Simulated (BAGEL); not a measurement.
# UHF/STO-3G (density fitting with qzvpp-jkfit) run of SiH3O2 (SMILES [O][SiH2]O)

What is the vertical doublet–quartet gap of SiH3O2 at UHF/STO-3G (density fitting with qzvpp-jkfit)? 

The calculation is run with BAGEL 1.2.2.

1 further run of the same task is left out (set aside as unsound or not needed). Runs told in other sessions of the task aren't counted.

## Step 1: Starting point

SiH3O2: 6 atoms, total charge 0, spin state doublet. As SMILES, `[O][SiH2]O`. The coordinates come from a PBE0-D4/def2-TZVP relaxation. This is one conformer, not always the lowest.

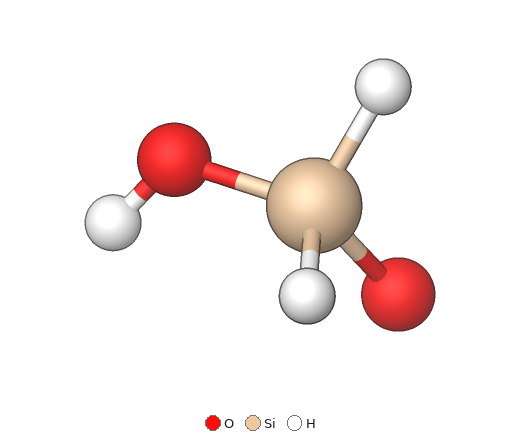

The structure, seen from a chosen angle (oxygen red, silicon light orange, hydrogen white).

## Step 2: The energy at UHF/STO-3G (density fitting with qzvpp-jkfit)

calc.json reads:

```json
{ "bagel" : [

{
  "title" : "molecule",
  "basis" : "sto-3g",
  "df_basis" : "qzvpp-jkfit",
  "angstrom" : "true",
  "geometry" : [
    { "atom" : "O", "xyz" : [      -1.671900,      -0.490300,       0.111200 ] },
    { "atom" : "Si", "xyz" : [      -0.205500,       0.160400,      -0.263400 ] },
    { "atom" : "O", "xyz" : [       0.949700,       0.110200,       0.888500 ] },
    { "atom" : "H", "xyz" : [       0.117000,      -0.700300,      -1.441700 ] },
    { "atom" : "H", "xyz" : [      -0.353500,       1.594200,      -0.594000 ] },
    { "atom" : "H", "xyz" : [       1.206400,      -0.738300,       1.253100 ] }
  ]
},

{ "title" : "uhf", "charge" : 0, "nopen" : 1 },

{ "title" : "print", "file" : "orbitals.molden", "orbitals" : "true" }

]}
```

Started as:

```
BAGEL_NUM_THREADS=1 BAGEL calc.json > calc.out
```

The program printed:

```text
* using 1 threads per process

  ===============================================================
  ===============================================================

  *** Geometry ***

  { "atom" : "O", "xyz" : [     -3.159433,     -0.926533,      0.210138 ] },
  { "atom" : "Si", "xyz" : [     -0.388339,      0.303112,     -0.497754 ] },
  { "atom" : "O", "xyz" : [      1.794673,      0.208248,      1.679022 ] },
  { "atom" : "H", "xyz" : [      0.221098,     -1.323375,     -2.724418 ] },
  { "atom" : "H", "xyz" : [     -0.668018,      3.012601,     -1.122497 ] },
  { "atom" : "H", "xyz" : [      2.279766,     -1.395185,      2.368016 ] },

  Number of auxiliary basis functions:      336

  Since a DF basis is specified, we compute 2- and 3-index integrals:
    o Being stored without compression. Storage requirement is 0.001 GB

  Number of basis functions:       22
  Number of electrons      :       33

    * METHOD: MOLECULE                             0.06

  *** Open-shell HF ***

  === Nuclear Repulsion ===
   110.7352561262

      * DIIS with orbital gradients will be used.

  === UHF iteration (sto-3g) ===
      0       -434.74508134          0.06305444           0.01
      1       -434.96810989          0.02746218           0.01
      2       -435.01522486          0.00720986           0.01
      3       -435.01913431          0.00251812           0.01
      4       -435.02008204          0.00077486           0.01
      5       -435.02024268          0.00059725           0.01
      6       -435.02041764          0.00032366           0.01
      7       -435.02045008          0.00011646           0.01
      8       -435.02046086          0.00005751           0.01
      9       -435.02046612          0.00005313           0.01
     10       -435.02046913          0.00005080           0.01
     11       -435.02047072          0.00004816           0.01
     12       -435.02047208          0.00004634           0.01
     13       -435.02047984          0.00003315           0.01
     14       -435.02048505          0.00002002           0.01
     15       -435.02048605          0.00001350           0.01
     16       -435.02048644          0.00000904           0.01
     17       -435.02048667          0.00000270           0.01
     18       -435.02048667          0.00000084           0.01
     19       -435.02048668          0.00000062           0.01
     20       -435.02048668          0.00000036           0.01
     21       -435.02048668          0.00000026           0.01
     22       -435.02048668          0.00000025           0.01
     23       -435.02048668          0.00000023           0.01
     24       -435.02048668          0.00000017           0.01
     25       -435.02048668          0.00000007           0.01
     26       -435.02048668          0.00000003           0.01
     27       -435.02048668          0.00000002           0.01
     28       -435.02048668          0.00000001           0.01
    * SCF iteration converged.

    * S^2 (UHF) is 0.7548

    * Permanent dipole moment:
           (   -0.274062,     0.235736,     0.121940) a.u.

    * METHOD: UHF                                  0.42

    * METHOD: PRINT                                0.00

  ===============================================================
```

Run time: 0.64 s. Hardware: 1 thread of Arm Neoverse V2, shared host.

## Step 3: The quartet, same level

input.json reads:

```json
{ "bagel": [

{
  "title": "molecule",
  "basis": "sto-3g",
  "df_basis": "qzvpp-jkfit",
  "angstrom": true,
  "geometry": [
    { "atom": "O", "xyz": [   -1.671900,   -0.490300,    0.111200 ] },
    { "atom": "Si", "xyz": [   -0.205500,    0.160400,   -0.263400 ] },
    { "atom": "O", "xyz": [    0.949700,    0.110200,    0.888500 ] },
    { "atom": "H", "xyz": [    0.117000,   -0.700300,   -1.441700 ] },
    { "atom": "H", "xyz": [   -0.353500,    1.594200,   -0.594000 ] },
    { "atom": "H", "xyz": [    1.206400,   -0.738300,    1.253100 ] }
  ]
},
{
  "title": "uhf",
  "nopen": 3
},
{
  "title": "print",
  "file": "orbitals.molden",
  "orbitals": true
}

]}
```

Started as:

```
BAGEL_NUM_THREADS=1 BAGEL input.json > input.out
```

The program printed:

```text
* using 1 threads per process

  ===============================================================
  ===============================================================

  *** Geometry ***

  { "atom" : "O", "xyz" : [     -3.159433,     -0.926533,      0.210138 ] },
  { "atom" : "Si", "xyz" : [     -0.388339,      0.303112,     -0.497754 ] },
  { "atom" : "O", "xyz" : [      1.794673,      0.208248,      1.679022 ] },
  { "atom" : "H", "xyz" : [      0.221098,     -1.323375,     -2.724418 ] },
  { "atom" : "H", "xyz" : [     -0.668018,      3.012601,     -1.122497 ] },
  { "atom" : "H", "xyz" : [      2.279766,     -1.395185,      2.368016 ] },

  Number of auxiliary basis functions:      336

  Since a DF basis is specified, we compute 2- and 3-index integrals:
    o Being stored without compression. Storage requirement is 0.001 GB

  Number of basis functions:       22
  Number of electrons      :       33

    * METHOD: MOLECULE                             0.06

  *** Open-shell HF ***

  === Nuclear Repulsion ===
   110.7352561262

      * DIIS with orbital gradients will be used.

  === UHF iteration (sto-3g) ===
      0       -434.48010125          0.03970173           0.01
      1       -434.57808645          0.01712106           0.01
      2       -434.60766271          0.01054288           0.01
      3       -434.62223466          0.00640613           0.01
      4       -434.64317451          0.00525106           0.01
      5       -434.66996358          0.00283742           0.01
      6       -434.67380708          0.00242610           0.01
      7       -434.68037701          0.00128509           0.01
      8       -434.68078441          0.00095846           0.01
      9       -434.68156369          0.00063020           0.01
     10       -434.68168742          0.00045816           0.01
     11       -434.68173965          0.00026477           0.01
     12       -434.68183464          0.00013241           0.01
     13       -434.68186282          0.00006257           0.01
     14       -434.68186675          0.00003469           0.01
     15       -434.68186856          0.00001823           0.01
     16       -434.68186920          0.00001159           0.01
     17       -434.68186926          0.00000943           0.01
     18       -434.68186930          0.00000759           0.01
     19       -434.68186933          0.00000569           0.01
     20       -434.68186934          0.00000359           0.01
     21       -434.68186935          0.00000270           0.01
     22       -434.68186935          0.00000194           0.01
     23       -434.68186935          0.00000092           0.01
     24       -434.68186936          0.00000049           0.01
     25       -434.68186936          0.00000024           0.01
     26       -434.68186936          0.00000015           0.01
     27       -434.68186936          0.00000010           0.01
     28       -434.68186936          0.00000006           0.01
     29       -434.68186936          0.00000004           0.01
     30       -434.68186936          0.00000002           0.01
     31       -434.68186936          0.00000001           0.01
     32       -434.68186936          0.00000001           0.01
    * SCF iteration converged.

    * S^2 (UHF) is 3.7572

    * Permanent dipole moment:
           (    1.017402,     0.767241,     0.152556) a.u.

    * METHOD: UHF                                  0.46

    * METHOD: PRINT                                0.00

  ===============================================================
```

Run time: 0.71 s. Hardware: 1 thread of Arm Neoverse V2, shared host.

## Step 4: Results

At UHF/STO-3G (density fitting with qzvpp-jkfit):

| quantity | value |
| --- | --- |
| doublet: total energy | -435.02049 Eh |
| doublet: dipole moment | 0.97 D |
| doublet: ⟨S²⟩ | 0.755 |
| quartet: total energy | -434.68187 Eh |
| quartet: dipole moment | 3.26 D |
| quartet: ⟨S²⟩ | 3.757 |
| vertical energy of the quartet above the doublet | 9.214 eV |

**Reading.** At this shape the quartet lies 9.21 eV (212 kcal/mol) above the doublet. In a minimal basis such a difference can be off by several eV, whatever the method.
